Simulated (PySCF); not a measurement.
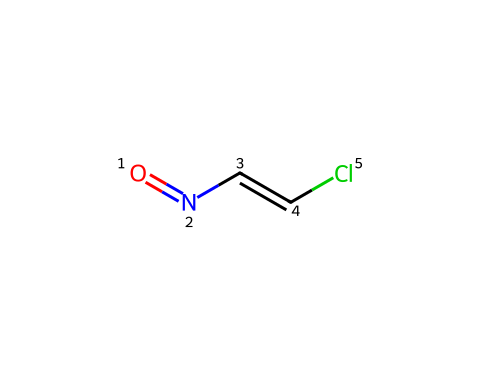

Skeletal drawing with numbered atoms; wedges and dashes mark any stereocentres. The configuration is that of a computed structure (PBE0-D3(BJ)/def2-SVP).

Question: Assign CIP descriptors.

Answer: C3=C4: E.

Question: Write the isomeric SMILES.

Answer: O=N/C=C/Cl
